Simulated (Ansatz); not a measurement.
# doublet SnH3 at 6 levels

Wanted: a comparison of 6 runs (U-revPBE/STO-3G, U-wB97M-V/STO-3G, UB3LYP/STO-3G, UCCSDT/STO-3G, UCCSDTQ/STO-3G, UCCSD/STO-3G) of doublet SnH3. 

The calculation is run with Ansatz 0.2.0.

1 further run of the same task is left out (set aside as unsound or not needed).

## Step 1: Starting point

SnH3 has 4 atoms, charge 0, and is taken as a doublet. SMILES of the parent species: `[H][Sn-]([H])[H]`. The shape comes from GFN2-xTB, which is rough for such elements, and wasn't checked as a minimum. That shape belongs to the parent species and isn't relaxed for this state.

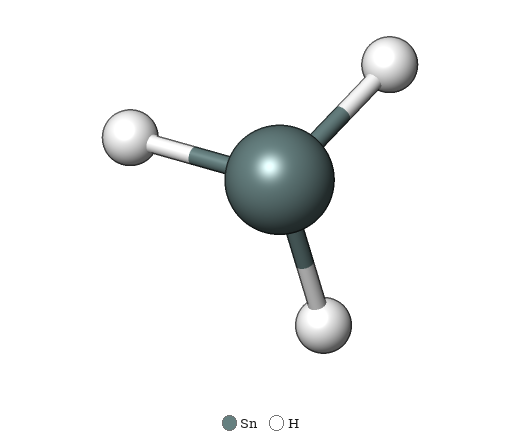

Viewed from a chosen angle; tin teal, hydrogen white.

## Step 2: The energy at U-revPBE/STO-3G (run 1)

File job.yaml:

```yaml
basis:
  gaussian:
    orbitals: STO-3G
crystal:
  periodic: [false, false, false]
  atoms:
    - {symbol: Sn, position_ang: [-0.006380, 0.005730, 0.791670]}
    - {symbol: H, position_ang: [1.637790, -0.033600, -0.251650]}
    - {symbol: H, position_ang: [-0.786860, 1.432510, -0.280410]}
    - {symbol: H, position_ang: [-0.844540, -1.404640, -0.259610]}
magnetization:
  spin_polarized: true
  initial_magnetization: 1
hamiltonian:
  xc: {name: revPBE}
accuracy: high
```

Started as:

```
ansatz run job.yaml --threads 1 --pin off --max-ram 2610MiB --events-out events.jsonl --progress --plain --runs-dir runs
```

What it wrote:

```text
Warning: RAYON_NUM_THREADS=1 ignored (pool sized by the plan → 1); use --threads N
Functional definition: revPBE
  name "revPBE"
  parameter kappa = 1.245
  parameter beta = 0.06672455060314922
  exchange = pbe_x(kappa = kappa, mu = beta*pi^2/3)
  correlation = pbe_c(beta = beta)
519 factors; integrals over basis functions are off by at most 4.0e-9 eV
mean field evaluation 1: about -162359.8880 eV, gradient 9.5e0 eV
mean field evaluation 2: about -162358.7652 eV, gradient 1.4e1 eV
mean field evaluation 4: about -162360.9364 eV, gradient 1.8e-1 eV
mean field evaluation 8: about -162360.8498 eV, gradient 7.6e-3 eV
mean field evaluation 16: about -162360.8498 eV, gradient 1.9e-8 eV
mean field -162360.84978427 eV, -5966.6511774353 hartree, gradient 2.1e-8 eV, S^2 0.750830; 0 other end points of the search recorded, 0 dependent functions left out
reference -162360.84978652 eV, -5966.6511775181 hartree; 27, 26 occupied and 3, 4 virtual orbitals, 519 factors
Total energy: -162360.84978652 eV, -5966.6511775181 hartree
```

It took 0.88 s on 1 thread of AMD EPYC 9R45 (Zen 5), shared host; peak memory 0.14 GiB.

## Step 3: A single-point energy at U-wB97M-V/STO-3G (run 2)

File in.yaml:

```yaml
crystal:
  periodic: [false, false, false]
  atoms:
    - {symbol: Sn, position_ang: [-0.006380, 0.005730, 0.791670]}
    - {symbol: H, position_ang: [1.637790, -0.033600, -0.251650]}
    - {symbol: H, position_ang: [-0.786860, 1.432510, -0.280410]}
    - {symbol: H, position_ang: [-0.844540, -1.404640, -0.259610]}
basis:
  gaussian:
    orbitals: STO-3G
magnetization:
  spin_polarized: true
  initial_magnetization: 1
hamiltonian:
  xc: {name: wB97M-V}
accuracy: high
```

Started as:

```
ansatz run in.yaml --threads 1 --pin off --max-ram 2610MiB --events-out events.jsonl --progress --plain --runs-dir runs
```

What it wrote, cut to the lines that bear on the results:

```text
Warning: RAYON_NUM_THREADS=1 ignored (pool sized by the plan → 1); use --threads N
Functional definition: wB97M-V
  name "wB97M-V"
[...]
  gx(w, u) = 1 - cx + cx01*u + cx10*w
  gss(w, u) = css00 + css04*u^4 + css10*w + css20*w^2 + css43*w^4*u^3
  gos(w, u) = cos00 + cos10*w + (cos20 + cos21*u)*w^2 + (cos60 + cos61*u)*w^6
[...]
      + integral(e_c_pw_mod_opposite_spin*gos(b97_w_opposite, b97_u_opposite)) + vv10(b, c)
519 factors; integrals over basis functions are off by at most 4.0e-9 eV
111 factors; integrals over basis functions are off by at most 7.8e-10 eV
[...]
mean field -162372.48776891 eV, -5967.0788654822 hartree, gradient 2.3e-8 eV, S^2 0.750355; 0 other end points of the search recorded, 0 dependent functions left out
reference -162372.48777134 eV, -5967.0788655717 hartree; 27, 26 occupied and 3, 4 virtual orbitals, 519 factors
Total energy: -162372.48777134 eV, -5967.0788655717 hartree
```

Run time: 8.4 s. Hardware: 1 thread of AMD EPYC 9R45 (Zen 5), shared host; peak memory 0.48 GiB.

Runs 3 to 5 aren't shown in full; the table further down has their settings and results.

## Step 4: The energy at UCCSD/STO-3G (run 6)

Edit job.yaml of step 2 so:

```diff
@@ -1,4 +1 @@
-basis:
-  gaussian:
-    orbitals: STO-3G
 crystal:
@@ -10,2 +7,5 @@
     - {symbol: H, position_ang: [-0.844540, -1.404640, -0.259610]}
+basis:
+  gaussian:
+    orbitals: STO-3G
 magnetization:
@@ -13,4 +13,7 @@
   initial_magnetization: 1
-hamiltonian:
-  xc: {name: revPBE}
+correlation:
+  method: ccsd
+  frozen_orbitals: {H: 0, Sn: 18}
 accuracy: high
+scf:
+  omitted_lower_state_checks: [cluster_reference, increment]
```

Started as:

```
ansatz run job.yaml --threads 1 --pin off --max-ram 2610MiB --events-out events.jsonl --progress --plain --runs-dir runs
```

What it wrote, cut to the lines that bear on the results:

```text
Warning: RAYON_NUM_THREADS=1 ignored (pool sized by the plan → 1); use --threads N
Functional definition: HF
  name "HF"
[...]
519 factors; integrals over basis functions are off by at most 4.0e-9 eV
[...]
mean field -162313.21947419 eV, -5964.9007958246 hartree, gradient 9.0e-8 eV, S^2 0.752159; 0 other end points of the search recorded, 0 dependent functions left out
18 core orbitals not correlated: weight in the atoms' cores, before any rotation towards them, 1.000 or more for the frozen orbitals, at most 0.000 for the correlated occupied ones
reference -162313.21947419 eV, -5964.9007958246 hartree; 9, 8 occupied and 3, 4 virtual orbitals, 519 factors
second order -1.20770338 eV of doubles, -0.00000000 eV of singles
cycle   1  -1.67692179 eV  change   -4.7e-1 eV  update   7.4e-2
[...]
cycle  21  -2.01273083 eV  change   9.6e-10 eV  update   1.4e-9
Total energy: -162315.23220502 eV, -5964.9747623184 hartree
Checks for a lower state left out: cluster_reference, increment
```

It took 0.38 s on 1 thread of AMD EPYC 9R45 (Zen 5), shared host.

## Step 5: Overview of the runs

```
run             level  frozen core orbitals   energy (Eh)   ⟨S²⟩  wall time
  1   U-revPBE/STO-3G                     –  -5966.651178  0.751     0.88 s
  2  U-wB97M-V/STO-3G                     –  -5967.078866  0.750      8.4 s
  3     UB3LYP/STO-3G                     –  -5966.990537  0.750      1.1 s
  4     UCCSDT/STO-3G                    18  -5964.975935  0.752     0.58 s
  5    UCCSDTQ/STO-3G                    18  -5964.975917  0.752       38 s
  6      UCCSD/STO-3G                    18  -5964.974762  0.752     0.38 s
```

## Step 6: What came out

```
                                           quantity           value
                                run 6: total energy  -5964.97476 Eh
run 6: correlation energy (18 core orbitals frozen)       -74.0 mEh
           run 6: ⟨S²⟩ of the reference determinant           0.752
                               run 6: T1 diagnostic           0.006
```

In words: Totals of different functionals can't be ranked against each other. In runs 1, 2, 3, 4, 5, 6 the basis is minimal, so the values are rough. In runs 1, 2, 3, 4, 5, 6 relativity is left out where basis or elements ask for it. All runs together took 49 s, the longest 38 s.
